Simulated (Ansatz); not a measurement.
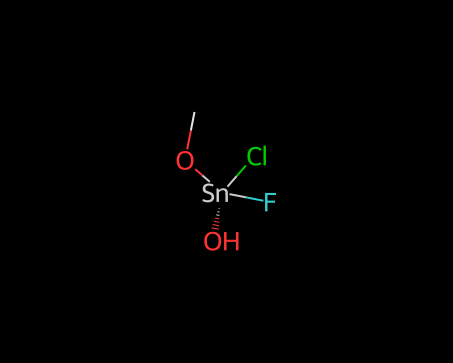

Skeletal drawing of a molecule.

**Write the SMILES.**

C[O][Sn@]([OH])([F])[Cl]

**Give the formula, hydrogens included.**

CH4ClFO2Sn.

**An optimisation with PBE0-D4/def2-TZVP gave a structure of which point group?**

C1.

The parts below concern this one geometry. Atoms keep their numbers from picture to picture. The computed structure is the end point of a PBE0-D4/def2-TZVP optimisation.

### Charges

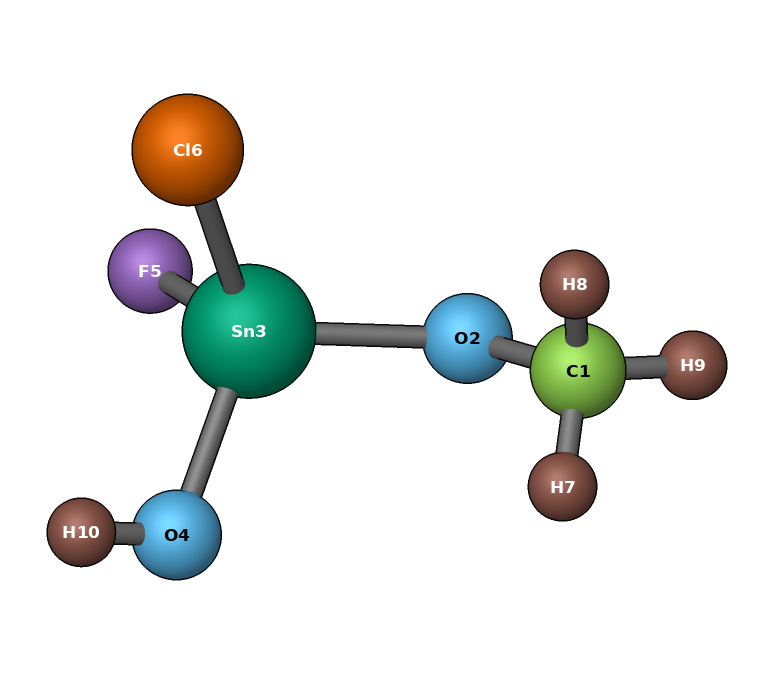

The questions are on Mulliken charges. Properties computed with RKS PBE0-D4/def2-TZVP, core potentials on Sn (Ansatz 0.2.0).

**Which atom carries the highest charge (most positive or least negative)?**

Sn3 (1.41 e).

**And the lowest?**

O4 (−0.64 e).

List the Mulliken charges.

```tsv
atom	value (e)
C1	−0.22
O2	−0.49
Sn3	1.41
O4	−0.64
F5	−0.45
Cl6	−0.33
H7	0.13
H8	0.13
H9	0.14
H10	0.33
```

### Levels of theory compared

Program: Ansatz 0.2.0.

Tabulate vertical IP (eV) at these levels: B2PLYP (frozen core)/def2-TZVPP; B3LYP-D4/def2-TZVPP; CCSD(T)/CBS (MP2 limit from def2-TZVPP and def2-QZVPP plus CCSD(T) − MP2); PBE-D4/def2-TZVPP; PBE0-D4/def2-TZVPP; r2SCAN-D4/def2-TZVPP; ωB97M-V/def2-TZVPP; ωB97X-V/def2-TZVPP.

| level | vertical IP (eV) |
| --- | --- |
| B2PLYP (frozen core)/def2-TZVPP | 10.99 |
| B3LYP-D4/def2-TZVPP | 10.86 |
| CCSD(T)/CBS (MP2 limit from def2-TZVPP and def2-QZVPP plus CCSD(T) − MP2) | 11.25 |
| PBE-D4/def2-TZVPP | 10.33 |
| PBE0-D4/def2-TZVPP | 10.82 |
| r2SCAN-D4/def2-TZVPP | 10.56 |
| ωB97M-V/def2-TZVPP | 10.96 |
| ωB97X-V/def2-TZVPP | 10.98 |

### Vibrations

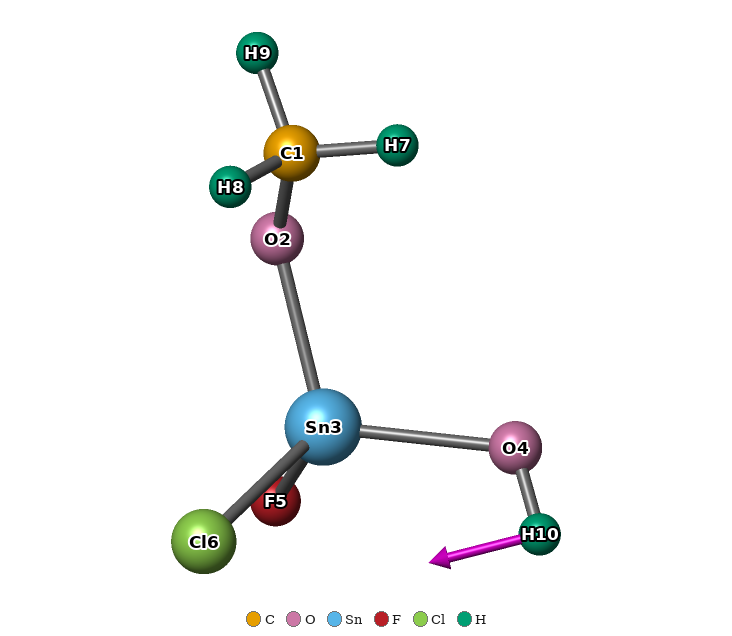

The arrows show one normal mode. Harmonic vibrations computed with RKS PBE0-D4/def2-TZVP, core potentials on Sn (Ansatz 0.2.0) at a stationary point of the same level.

**Describe the motion.**

Mostly H–O–Sn bending.

**At what wavenumber does it lie?**

869 cm⁻¹; it is mode 14 of 24 counted from the lowest.

Mulliken values depend strongly on the basis set and can even reverse the polarity of a bond.
